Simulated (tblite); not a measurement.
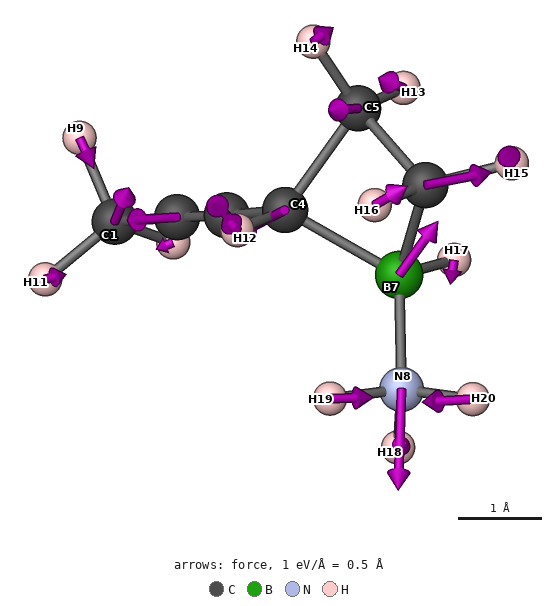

Starting geometry of C6H12BN with the computed forces as purple arrows. A ball-and-stick model, seen from a free direction.

The calculation used GFN2-xTB geometry optimisation, gas phase in tblite. 

### Is this structure relaxed? If not, where do the atoms go?

It isn't relaxed: the largest force vector, on a C atom, is 3.22 eV/Å. The final displacements have little in common with the starting forces (cosine between the two patterns 0.22). Over 89 geometry steps the energy falls by 1.286 eV. An H atom moves most after the best rigid fit: 0.91 Å. Largest moves by element: H 0.91 Å, C 0.39 Å, N 0.34 Å, B 0.12 Å. Some distances before and after: B–N 1.514 → 1.645 Å, B–C 1.592 → 1.644 Å, C–C 1.496 → 1.451 Å, H–N 1.059 → 1.015 Å. Among the angles between lasting bonds that change: H–C–H 119.8° → 106.9°, C–C–C 83.8° → 93.8°, N–B–H 117.0° → 107.4°. Groups turn about B–C by about 35°, B–N by about 30°, B–C by about 30°. The run took 0.94 s on 1 thread of Arm Neoverse N1 (shared host).
